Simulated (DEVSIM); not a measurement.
Device: illuminated Si p-on-n cell, one wavelength, at 400 K.

```tsv
layer (left to right)	material	thickness (μm)	Nd (cm⁻³)	Na (cm⁻³)	τn (s)	τp (s)	absorption coefficient (cm⁻¹)
1	Si	0.370	-	1.8e19	1e-6	1.4e-6	34000
2	Si	160	2e15	-	3.5e-6	3.5e-6	34000
```

Left contact: ohmic, minority electron recombination velocity 400 cm/s. Right contact: ohmic, minority hole recombination velocity 7e6 cm/s. Voltage is applied to the left contact. Recombination: SRH at mid-gap, radiative, Auger. Gap narrowing is on: ΔEg = 6.92 meV × (l + √(l² + 0.5)), l = ln(N/1.3e17 cm⁻³), shared equally by both band edges. Light enters at the left, 6.2e17 photons cm⁻² s⁻¹, one pass, no reflection. Mobility is constant in doping.

Constants are typed, rounded textbook-type inputs, not results; the design itself was drawn at random and stands for no fabricated device. Values at 300 K; Nc and Nv go as T^1.5, mobilities as T to minus their exponent, the gap by Varshni's rule with the affinity fixed.

```csv
parameter,Si
gap (eV),1.124
affinity (eV),4.05
permittivity,11.7
Nc (cm⁻³),2.86e19
Nv (cm⁻³),3.1e19
μn (cm²/Vs),1417
μp (cm²/Vs),470
T exponent of μn,2.3
T exponent of μp,2.2
B (cm³/s),4.7e-15
Cn (cm⁶/s),2.8e-31
Cp (cm⁶/s),9.9e-32
Varshni α (eV/K),0.000473
Varshni β (K),636
```

Model (solved in DEVSIM): 1D drift-diffusion, Boltzmann statistics, complete ionisation; no tunnelling, impact ionisation, image-force lowering or self-heating.

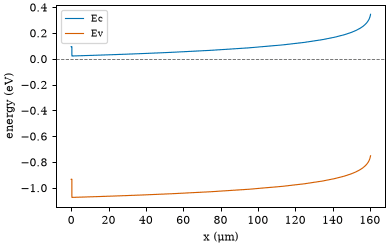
Figure: Band edges at 0.9 V on the left contact, in the dark

Energies count from the Fermi level of the right contact; mesh points crowd at the junctions.

```
x (μm)   Ec (eV)  Ev (eV)  n (cm⁻³)  p (cm⁻³)  field (V/cm)
-------  -------  -------  --------  --------  ------------
0.000      0.094   -0.934    3.7e16    1.8e19           420
0.03272    0.094   -0.934    3.7e16    1.8e19           ≈ 0
0.1087     0.094   -0.934    3.7e16    1.8e19           ≈ 0
0.2430     0.094   -0.934    3.7e16    1.8e19           ≈ 0
0.3443     0.094   -0.934    3.7e16    1.8e19           ≈ 0
0.3731     0.066   -1.030    8.4e16    1.1e18        -80000
0.4154     0.022   -1.074    3.1e17    3.0e17           -65
0.5725     0.022   -1.074    3.1e17    3.0e17           ≈ 0
0.9251     0.022   -1.074    3.0e17    3.0e17           ≈ 0
1.767      0.022   -1.074    3.0e17    3.0e17           ≈ 0
3.834      0.023   -1.073    2.9e17    2.9e17           ≈ 0
12.21      0.027   -1.069    2.7e17    2.6e17           ≈ 0
30.68      0.036   -1.060    2.1e17    2.1e17           ≈ 0
74.79      0.066   -1.030    1.2e17    1.2e17           ≈ 0
134.9      0.149   -0.947    3.7e16    3.5e16            26
150.0      0.204   -0.892    1.8e16    1.6e16            54
156.2      0.250   -0.846    9.4e15    7.4e15           110
158.7      0.287   -0.809    5.5e15    3.5e15           200
159.9      0.319   -0.777    3.3e15    1.3e15           400
160.2      0.333   -0.763    2.5e15    5.9e14           600
160.3      0.340   -0.756    2.2e15    2.4e14           720
160.4      0.345   -0.751    2.0e15    4.6e13           770
```
